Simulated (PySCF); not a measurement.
# Saddle-point search, with input and output: SiNH5 (part 2 of 4)

The same run, continued: SiNH5 (Si(NH2)H3), SMILES [H][Si]([H])([H])N; mPW1PW91/6-31+G*, RKS, dispersion D4, sfX2C (PySCF 2.14.0). 

Geometry of the input (Å):
```
Si 0.1117  0.2272  -0.6937
N  0.0907  0.1787  1.0286
H  0.8436  -0.2163  1.5685
H  -0.6757  0.5433  1.5706
H  1.5001  0.2149  -1.1462
H  -0.6355  1.3942  -1.1568
H  -0.5614  -0.9948  -1.1642
```

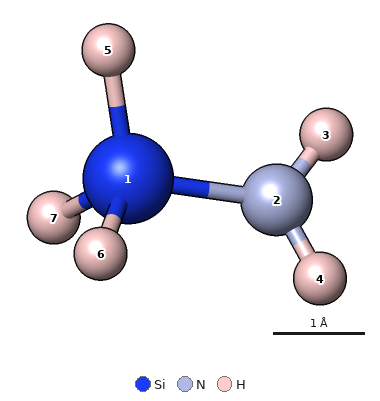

Figure 1. The input geometry (ball-and-stick view, seen at a tilt; atoms are numbered from 1 in the order of the input).

Output, continued
```
--------------- sfX2C1eRKS_Scanner gradients ---------------
         x                y                z
0 Si     0.0003827203     0.0003649789     0.0001049318
1 N    -0.0007601479    -0.0012419422     0.0001652560
2 H     0.0001756215     0.0004163554    -0.0003391837
3 H     0.0002574409     0.0004599161    -0.0001919837
4 H    -0.0000356271     0.0000134122     0.0000635926
5 H    -0.0000192209    -0.0000476724     0.0000789234
6 H    -0.0000054762     0.0000402848     0.0001164706
----------------------------------------------
cycle 8: E = -347.813452134  dE = 4.8041e-07  norm(grad) = 0.00176117
Step    7 : Displace = 1.423e-02/2.386e-02 (rms/max) Trust = 1.488e-02 (x) Grad = 6.652e-04/1.465e-03 (rms/max) E (change) = -347.8134521338 (-9.228e-06) Quality = -0.091
Rejecting step - quality is lower than 0.0
Hessian Eigenvalues:  -1.170e-04 -1.102e-06  5.004e-05  1.717e-04  3.892e-04  5.432e-04  6.026e-04
 8.537e-04  5.297e-02  5.614e-02  8.590e-02  1.233e-01    .....    3.124e-01  4.886e-01  4.947e-01

Geometry optimization cycle 9
Cartesian coordinates (Angstrom)
 Atom        New coordinates             dX        dY        dZ
  Si   0.092657   0.199030  -0.639262   -0.002227 -0.007626 -0.017159
   N   0.221996   0.363904   1.072339   -0.053227 -0.081195 -0.003586
   H   1.026679   0.059598   1.596351   -0.070538 -0.105261  0.010183
   H  -0.472470   0.812238   1.648353   -0.069532 -0.102556 -0.005928
   H   1.468154   0.098473  -1.191463    0.014313  0.036651  0.012728
   H  -0.606852   1.386942  -1.196032   -0.002900  0.009513  0.018991
   H  -0.663455  -1.004501  -1.089881    0.026233  0.000209 -0.093420
converged SCF energy = -347.813450186259
--------------- sfX2C1eRKS_Scanner gradients ---------------
         x                y                z
0 Si     0.0003040113     0.0003603863     0.0000483998
1 N    -0.0007355563    -0.0012822161     0.0001039208
2 H     0.0002003206     0.0004520427    -0.0002181667
3 H     0.0002680618     0.0004780467    -0.0001216920
4 H    -0.0000245700     0.0000071021     0.0000404777
5 H    -0.0000126899    -0.0000306027     0.0000498493
6 H    -0.0000009968     0.0000193634     0.0000988039
----------------------------------------------
cycle 9: E = -347.813450186  dE = 1.94757e-06  norm(grad) = 0.00174466
Step    8 : Displace = 6.779e-03/1.124e-02 (rms/max) Trust = 7.116e-03 (x) Grad = 6.597e-04/1.483e-03 (rms/max) E (change) = -347.8134501863 (-7.281e-06) Quality = 0.583
Hessian Eigenvalues:  -1.755e-05 -1.245e-06  1.932e-05  1.717e-04  3.705e-04  4.425e-04  6.021e-04
 8.532e-04  5.297e-02  5.614e-02  8.590e-02  1.233e-01    .....    3.124e-01  4.886e-01  4.947e-01

Geometry optimization cycle 10
Cartesian coordinates (Angstrom)
 Atom        New coordinates             dX        dY        dZ
  Si   0.093515   0.197760  -0.642638    0.000858 -0.001270 -0.003376
   N   0.213244   0.351190   1.071091   -0.008752 -0.012715 -0.001248
   H   1.011614   0.038528   1.600010   -0.015066 -0.021070  0.003659
   H  -0.481159   0.803374   1.644260   -0.008689 -0.008865 -0.004093
   H   1.471328   0.112691  -1.192180    0.003174  0.014219 -0.000717
   H  -0.613342   1.385202  -1.191038   -0.006490 -0.001740  0.004994
   H  -0.650282  -1.008285  -1.107044    0.013174 -0.003784 -0.017163
converged SCF energy = -347.813447198688
--------------- sfX2C1eRKS_Scanner gradients ---------------
         x                y                z
0 Si     0.0001925609     0.0003297048    -0.0000394735
1 N    -0.0007011255    -0.0012951098     0.0001234449
2 H     0.0002220059     0.0004767715    -0.0000794457
3 H     0.0002794811     0.0004894190    -0.0000445147
4 H    -0.0000075852     0.0000025372    -0.0000000177
5 H    -0.0000021250     0.0000020259     0.0000044085
6 H     0.0000148233    -0.0000025116     0.0000382603
----------------------------------------------
cycle 10: E = -347.813447199  dE = 2.98757e-06  norm(grad) = 0.00171341
Step    9 : Displace = 7.169e-03/1.224e-02 (rms/max) Trust = 7.116e-03 (=) Grad = 6.479e-04/1.479e-03 (rms/max) E (change) = -347.8134471987 (+2.988e-06) Quality = 0.904
Hessian Eigenvalues:  -8.446e-05  8.624e-09  2.786e-05  1.717e-04  3.081e-04  4.071e-04  6.021e-04
 8.527e-04  5.297e-02  5.614e-02  8.587e-02  1.233e-01    .....    3.123e-01  4.886e-01  4.947e-01

Geometry optimization cycle 11
Cartesian coordinates (Angstrom)
 Atom        New coordinates             dX        dY        dZ
  Si   0.092013   0.199161  -0.637452   -0.001502  0.001401  0.005186
   N   0.229146   0.374673   1.072841    0.015901  0.023483  0.001750
   H   1.033052   0.068970   1.597406    0.021438  0.030441 -0.002603
   H  -0.467268   0.818405   1.650222    0.013891  0.015031  0.005962
   H   1.465374   0.089549  -1.193298   -0.005954 -0.023142 -0.001118
   H  -0.603864   1.386627  -1.199904    0.009478  0.001426 -0.008866
   H  -0.670523  -1.003809  -1.079129   -0.020242  0.004475  0.027914
converged SCF energy = -347.813466692885
--------------- sfX2C1eRKS_Scanner gradients ---------------
         x                y                z
0 Si     0.0001545177     0.0003480253    -0.0000740406
1 N    -0.0006396611    -0.0013331376     0.0001429833
2 H     0.0002167529     0.0004905041    -0.0000445703
3 H     0.0002647567     0.0004966891    -0.0000661334
4 H    -0.0000047511     0.0000037252     0.0000072285
5 H    -0.0000033768    -0.0000018604    -0.0000003838
6 H     0.0000104942     0.0000010665     0.0000358380
----------------------------------------------
cycle 11: E = -347.813466693  dE = -1.94942e-05  norm(grad) = 0.00172325
Step   10 : Displace = 1.007e-02/1.889e-02 (rms/max) Trust = 1.006e-02 (+) Grad = 6.516e-04/1.487e-03 (rms/max) E (change) = -347.8134666929 (-1.949e-05) Quality = 0.990
Hessian Eigenvalues:  -1.353e-05 -2.829e-06  4.295e-06  1.716e-04  2.157e-04  4.016e-04  6.020e-04
 8.525e-04  5.297e-02  5.614e-02  8.587e-02  1.233e-01    .....    3.123e-01  4.886e-01  4.947e-01

Geometry optimization cycle 12
Cartesian coordinates (Angstrom)
 Atom        New coordinates             dX        dY        dZ
  Si   0.088817   0.198484  -0.636944   -0.003196 -0.000678  0.000508
   N   0.233273   0.378889   1.072224    0.004127  0.004217 -0.000617
   H   1.021460   0.039031   1.599649   -0.011592 -0.029939  0.002243
   H  -0.433218   0.874174   1.642878    0.034050  0.055769 -0.007344
   H   1.455661   0.052672  -1.201112   -0.009713 -0.036877 -0.007814
   H  -0.580275   1.401682  -1.198090    0.023589  0.015054  0.001814
   H  -0.703782  -0.987474  -1.071460   -0.033259  0.016335  0.007670
converged SCF energy = -347.813446411113
--------------- sfX2C1eRKS_Scanner gradients ---------------
         x                y                z
0 Si     0.0002138950     0.0002967840    -0.0000057630
1 N    -0.0007939992    -0.0012393176     0.0001618300
2 H     0.0002496546     0.0004645978    -0.0001191498
3 H     0.0003086228     0.0004766301    -0.0000412094
4 H    -0.0000107628     0.0000025207    -0.0000145784
5 H     0.0000072723     0.0000113822    -0.0000009299
6 H     0.0000244538    -0.0000065141     0.0000207146
----------------------------------------------
cycle 12: E = -347.813446411  dE = 2.02818e-05  norm(grad) = 0.00171595
Step   11 : Displace = 1.429e-02/2.610e-02 (rms/max) Trust = 1.423e-02 (+) Grad = 6.488e-04/1.482e-03 (rms/max) E (change) = -347.8134464111 (+2.028e-05) Quality = 0.995
Hessian Eigenvalues:  -2.564e-05 -3.196e-06  2.510e-05  1.449e-04  1.720e-04  3.997e-04  6.020e-04
 8.524e-04  5.297e-02  5.613e-02  8.586e-02  1.233e-01    .....    3.123e-01  4.886e-01  4.947e-01

Geometry optimization cycle 13
Cartesian coordinates (Angstrom)
 Atom        New coordinates             dX        dY        dZ
  Si   0.098003   0.199576  -0.630213    0.009186  0.001092  0.006730
   N   0.255873   0.428770   1.071704    0.022600  0.049881 -0.000520
   H   1.071560   0.148961   1.592546    0.050101  0.109930 -0.007103
   H  -0.458931   0.834363   1.654668   -0.025713 -0.039811  0.011791
   H   1.466653   0.123798  -1.202512    0.010992  0.071126 -0.001400
   H  -0.647643   1.345932  -1.213395   -0.067368 -0.055749 -0.015305
   H  -0.627134  -1.041332  -1.028657    0.076648 -0.053858  0.042803
converged SCF energy = -347.813523254535
--------------- sfX2C1eRKS_Scanner gradients ---------------
         x                y                z
0 Si     0.0002002543     0.0003666059    -0.0000238631
1 N    -0.0007056470    -0.0014230894     0.0001644780
2 H     0.0002299218     0.0005233064    -0.0001467984
3 H     0.0002549011     0.0005270124    -0.0000711801
4 H    -0.0000267076    -0.0000017832     0.0000109530
5 H     0.0000173840     0.0000057603     0.0000057689
6 H     0.0000260872     0.0000071635     0.0000573142
----------------------------------------------
cycle 13: E = -347.813523255  dE = -7.68434e-05  norm(grad) = 0.00185108
Step   12 : Displace = 2.016e-02/3.953e-02 (rms/max) Trust = 2.013e-02 (+) Grad = 6.998e-04/1.598e-03 (rms/max) E (change) = -347.8135232545 (-7.684e-05) Quality = 0.952
Hessian Eigenvalues:  -1.567e-04 -1.781e-06  3.001e-05  1.718e-04  2.027e-04  3.992e-04  6.020e-04
 8.524e-04  5.297e-02  5.613e-02  8.586e-02  1.233e-01    .....    3.122e-01  4.886e-01  4.947e-01

Geometry optimization cycle 14
Cartesian coordinates (Angstrom)
 Atom        New coordinates             dX        dY        dZ
  Si   0.040786   0.195542  -0.646709   -0.057217 -0.004034 -0.016496
   N   0.136362   0.227248   1.075313   -0.119511 -0.201522  0.003609
   H   0.818095  -0.310461   1.585889   -0.253465 -0.459422 -0.006657
   H  -0.338138   0.903750   1.651699    0.120793  0.069386 -0.002969
   H   1.316315  -0.362709  -1.166062   -0.150338 -0.486507  0.036450
   H  -0.169720   1.574498  -1.163240    0.477922  0.228565  0.050155
   H  -1.069748  -0.643005  -1.180377   -0.442614  0.398327 -0.151720
converged SCF energy = -347.813315132849
--------------- sfX2C1eRKS_Scanner gradients ---------------
         x                y                z
0 Si     0.0006638329    -0.0002092322     0.0006413658
1 N    -0.0011672343    -0.0002597259     0.0002912984
2 H     0.0002540144     0.0001543361    -0.0007749635
3 H     0.0003542398     0.0002809375    -0.0001188936
4 H     0.0000101346     0.0000103968    -0.0000686606
5 H    -0.0000863381     0.0000064008     0.0000898851
6 H    -0.0000318696     0.0000130525    -0.0000606747
----------------------------------------------
cycle 14: E = -347.813315133  dE = 0.000208122  norm(grad) = 0.00182849
Step   13 : Displace = 2.986e-02/5.735e-02 (rms/max) Trust = 2.846e-02 (+) Grad = 6.908e-04/1.229e-03 (rms/max) E (change) = -347.8133151328 (+2.081e-04) Quality = 0.958
Hessian Eigenvalues:  -8.390e-05 -3.682e-05  1.382e-05  1.718e-04  1.984e-04  3.990e-04  6.019e-04
 8.524e-04  5.297e-02  5.613e-02  8.586e-02  1.233e-01    .....    3.122e-01  4.886e-01  4.947e-01

Geometry optimization cycle 15
Cartesian coordinates (Angstrom)
 Atom        New coordinates             dX        dY        dZ
  Si   0.016777   0.174766  -0.662008   -0.024009 -0.020776 -0.015299
   N  -0.040048   0.058323   1.060068   -0.176410 -0.168925 -0.015245
   H   0.575083  -0.577004   1.542787   -0.243012 -0.266543 -0.043102
   H  -0.365021   0.804102   1.654899   -0.026882 -0.099648  0.003200
   H   1.199834  -0.589504  -1.136959   -0.116481 -0.226795  0.029103
   H   0.123420   1.598968  -1.080792    0.293140  0.024470  0.082448
   H  -1.187258  -0.386518  -1.335031   -0.117510  0.256487 -0.154654
converged SCF energy = -347.813139048466
--------------- sfX2C1eRKS_Scanner gradients ---------------
         x                y                z
0 Si     0.0011100262    -0.0012025195     0.0015834502
1 N    -0.0015618741     0.0009960688     0.0005052812
2 H     0.0002600695     0.0000393714    -0.0019396012
3 H     0.0003779093     0.0000721137    -0.0000791278
4 H     0.0000319700     0.0000412420    -0.0002062571
5 H    -0.0001802445     0.0000291020     0.0002498216
6 H    -0.0000335338     0.0000240716    -0.0001116638
----------------------------------------------
cycle 15: E = -347.813139048  dE = 0.000176084  norm(grad) = 0.00360737
Step   14 : Displace = 3.016e-02/5.284e-02 (rms/max) Trust = 3.000e-02 (+) Grad = 1.364e-03/2.278e-03 (rms/max) E (change) = -347.8131390485 (+1.761e-04) Quality = 0.772
Hessian Eigenvalues:  -6.803e-04  5.127e-06  1.713e-04  1.827e-04  3.982e-04  6.018e-04  7.452e-04
 8.524e-04  5.297e-02  5.613e-02  8.586e-02  1.233e-01    .....    3.123e-01  4.886e-01  4.947e-01

Geometry optimization cycle 16
Cartesian coordinates (Angstrom)
 Atom        New coordinates             dX        dY        dZ
  Si   0.035230   0.190015  -0.651983    0.018453  0.015248  0.010025
   N   0.106993   0.194263   1.073044    0.147041  0.135940  0.012976
   H   0.771442  -0.358787   1.590678    0.196359  0.218217  0.047890
   H  -0.331356   0.900324   1.643140    0.033664  0.096222 -0.011759
   H   1.302806  -0.390140  -1.167174    0.102971  0.199365 -0.030216
   H  -0.135807   1.581237  -1.149906   -0.259226 -0.017731 -0.069114
   H  -1.088130  -0.615274  -1.208222    0.099129 -0.228757  0.126809
converged SCF energy = -347.813279790438
--------------- sfX2C1eRKS_Scanner gradients ---------------
         x                y                z
0 Si     0.0002155762     0.0001352864     0.0000663515
1 N    -0.0008568229    -0.0007245992    -0.0000386061
2 H     0.0002048563     0.0002997317    -0.0000253574
3 H     0.0004355215     0.0002613603     0.0000133444
4 H     0.0000087950     0.0000356316     0.0000014202
5 H    -0.0000272055     0.0000113844    -0.0000137860
6 H     0.0000157284    -0.0000191089    -0.0000051158
----------------------------------------------
cycle 16: E = -347.81327979  dE = -0.000140742  norm(grad) = 0.00131283
Step   15 : Displace = 3.068e-02/6.124e-02 (rms/max) Trust = 3.000e-02 (=) Grad = 4.963e-04/1.123e-03 (rms/max) E (change) = -347.8132797904 (-1.407e-04) Quality = 0.874
Hessian Eigenvalues:  -9.544e-04  5.200e-06  1.713e-04  1.834e-04  3.983e-04  6.019e-04  8.523e-04
 1.045e-03  5.297e-02  5.613e-02  8.586e-02  1.233e-01    .....    3.123e-01  4.886e-01  4.947e-01

Geometry optimization cycle 17
Cartesian coordinates (Angstrom)
 Atom        New coordinates             dX        dY        dZ
  Si   0.050444   0.201411  -0.634458    0.015215  0.011397  0.017525
   N   0.223438   0.332924   1.076339    0.116445  0.138660  0.003296
   H   0.928317  -0.167150   1.593744    0.156875  0.191637  0.003067
   H  -0.304568   0.971777   1.649037    0.026788  0.071453  0.005897
   H   1.340659  -0.285707  -1.187400    0.037853  0.104432 -0.020225
   H  -0.288350   1.533795  -1.200957   -0.152543 -0.047442 -0.051051
   H  -1.014159  -0.744388  -1.075968    0.073970 -0.129114  0.132254
converged SCF energy = -347.81340931522
--------------- sfX2C1eRKS_Scanner gradients ---------------
         x                y                z
0 Si     0.0005569695     0.0001021773     0.0002200484
1 N    -0.0012057748    -0.0006473117     0.0004737364
2 H     0.0003617289     0.0002081648    -0.0005669388
3 H     0.0003264283     0.0003797126    -0.0001811293
4 H    -0.0000175149    -0.0000186755    -0.0000625031
5 H    -0.0000260942    -0.0000209580     0.0000857401
6 H     0.0000073655    -0.0000055801     0.0000309771
----------------------------------------------
cycle 17: E = -347.813409315  dE = -0.000129525  norm(grad) = 0.00180545
Step   16 : Displace = 2.156e-02/4.145e-02 (rms/max) Trust = 3.000e-02 (=) Grad = 6.828e-04/1.450e-03 (rms/max) E (change) = -347.8134093152 (-1.295e-04) Quality = 0.262
Hessian Eigenvalues:  -5.750e-04 -1.294e-04  5.963e-05  1.718e-04  3.267e-04  3.993e-04  6.020e-04
 8.525e-04  5.297e-02  5.613e-02  8.586e-02  1.233e-01    .....    3.122e-01  4.886e-01  4.947e-01

Geometry optimization cycle 18
Cartesian coordinates (Angstrom)
 Atom        New coordinates             dX        dY        dZ
  Si   0.052895   0.198968  -0.637586    0.002451 -0.002443 -0.003128
   N   0.212955   0.322422   1.075470   -0.010483 -0.010502 -0.000869
   H   0.919146  -0.169715   1.598857   -0.009171 -0.002565  0.005112
   H  -0.313156   0.967957   1.642579   -0.008588 -0.003819 -0.006458
   H   1.355930  -0.252998  -1.190786    0.015272  0.032709 -0.003386
   H  -0.314656   1.528303  -1.193261   -0.026307 -0.005493  0.007697
   H  -0.986945  -0.768147  -1.091416    0.027214 -0.023759 -0.015448
converged SCF energy = -347.813388645935
--------------- sfX2C1eRKS_Scanner gradients ---------------
         x                y                z
0 Si     0.0003274370     0.0001667783     0.0000945522
1 N    -0.0009869469    -0.0008682592     0.0001988253
2 H     0.0002953489     0.0003359162    -0.0002143269
3 H     0.0003819539     0.0003606138    -0.0000703303
4 H     0.0000029399     0.0000056218    -0.0000184700
5 H    -0.0000204962     0.0000013073     0.0000163073
6 H     0.0000021509    -0.0000043015    -0.0000047621
```
